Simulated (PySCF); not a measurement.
Run report: C$_{2}$H$_{6}$GeO$_{2}$, core-level calculation

C$_{2}$H$_{6}$GeO$_{2}$, SMILES C[O][GeH2][CH]=O, computed with delta-SCF UKS SCAN, pcX-1 on the ionised atom, pcseg-1 elsewhere, spin-free X2C (PySCF 2.14.0).

Figures and captions count atoms from 1; the log counts them from 0 in places.

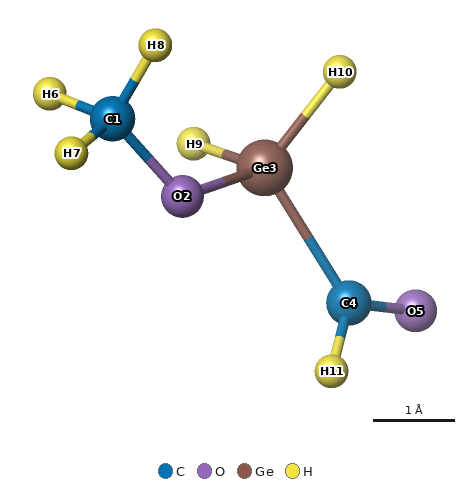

Fig. 1: The structure as given in the input (ball-and-stick view, seen at a tilt; atoms are numbered from 1 in the order of the input). Sticks mark near contacts.

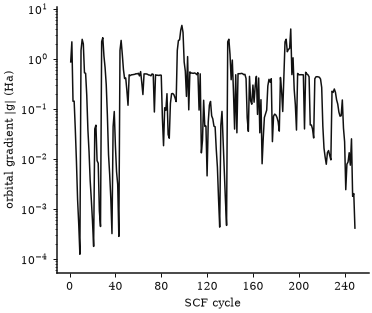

Fig. 2: Convergence of the self-consistent field: orbital gradient |g| against the SCF cycle. All cycles printed in the log are drawn one after another.

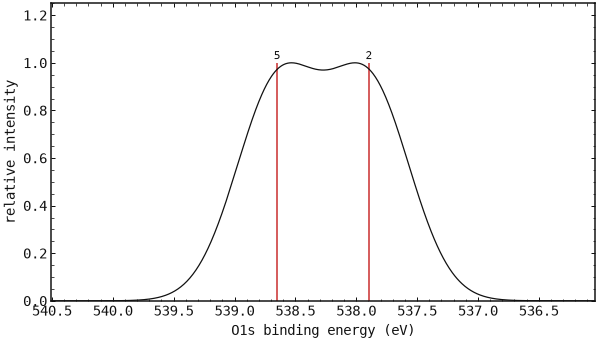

Fig. 3: O1s binding energies by ΔSCF of the atoms computed, labelled by atom number, with a Gaussian envelope of 0.8 eV full width. They run from 537.89 eV (atom 2) to 538.65 eV (atom 5).

The input that produced these results follows, with the program's output.

### Input
```
{"job": {"kind": "xps", "basis": "pcX-1"}, "charge": 0, "multiplicity": 1}
C     -1.258622    -0.241481     0.086324
O      0.121900    -0.376690    -0.095020
Ge     1.111429     0.986641    -0.674152
C      2.960410     0.247084    -0.673943
O      3.903751     0.923571    -0.982521
H     -1.790491    -0.006587    -0.856206
H     -1.658211    -1.195866     0.465133
H     -1.515879     0.544515     0.822912
H      0.670080     1.400888    -2.093916
H      0.993996     2.178138     0.299188
H      3.083720    -0.828349    -0.369036
```

The first line tells a small driver script what to run in PySCF; the rest is the geometry in Å.

Launch command:
```bash
OMP_NUM_THREADS=1 python <driver script> task.json out
```

### What the program printed
```
ground state, core basis on atom 0 (C), 123 functions
  cycle   1  E = -2324.02479069  |g| = 8.76e-01
  cycle   2  E = -2323.12751261  |g| = 2.21e+00
  cycle   3  E = -2324.17525851  |g| = 1.43e-01
  cycle   4  E = -2324.17554914  |g| = 1.44e-01
  cycle   5  E = -2324.17965690  |g| = 3.96e-02
  cycle   6  E = -2324.17996596  |g| = 8.93e-03
  cycle   7  E = -2324.17999041  |g| = 1.55e-03
  cycle   8  E = -2324.17999013  |g| = 5.01e-04
  cycle   9  E = -2324.17998935  |g| = 1.25e-04
  E(ground) = -2324.32226173 Eh
hole in C 1s of atom 0
  cycle   1  E = -2312.88821025  |g| = 1.49e+00
[... 11 cycles left out ...]
  E(ion) = -2313.57773703 Eh   <S^2> = 0.7721   hole on atom = 1.000   binding energy = 292.373 eV
ground state, core basis on atom 1 (O), 123 functions
[... 6 cycles left out ...]
  E(ground) = -2324.32357560 Eh
hole in O 1s of atom 1
[... 10 cycles left out ...]
  E(ion) = -2304.55631707 Eh   <S^2> = 0.7624   hole on atom = 1.000   binding energy = 537.895 eV
ground state, core basis on atom 3 (C), 123 functions
[... 6 cycles left out ...]
  E(ground) = -2324.32192841 Eh
hole in C 1s of atom 3
[... 50 cycles left out ...]
hole again with damping 0.5
[... 38 cycles left out ...]
  E(ion) = -2313.53794458 Eh   <S^2> = 1.0041   hole on atom = 1.000   binding energy = 293.447 eV
ground state, core basis on atom 4 (O), 123 functions
[... 6 cycles left out ...]
  E(ground) = -2324.32180537 Eh
hole in O 1s of atom 4
[... 50 cycles left out ...]
hole again with damping 0.5
[... 52 cycles left out ...]
  cycle  53  E = -2304.38464038  |g| = 2.21e-02
  cycle  54  E = -2304.38505275  |g| = 2.44e-03
  cycle  55  E = -2304.38501458  |g| = 7.90e-03
  cycle  56  E = -2304.38500510  |g| = 8.73e-03
  cycle  57  E = -2304.38492856  |g| = 1.34e-02
  cycle  58  E = -2304.38501825  |g| = 7.54e-03
  cycle  59  E = -2304.38455829  |g| = 2.54e-02
  cycle  60  E = -2304.38505480  |g| = 1.80e-03
  cycle  61  E = -2304.38505265  |g| = 2.04e-03
  cycle  62  E = -2304.38505819  |g| = 4.16e-04
  E(ion) = -2304.52685161 Eh   <S^2> = 0.8427   hole on atom = 1.000   binding energy = 538.648 eV
```

### Summary

- outcome: converged
- hardware: 1 CPU thread, shared host
- wall time: 74 s
- peak memory: 0.47 GiB

The core-hole state is spin-contaminated.
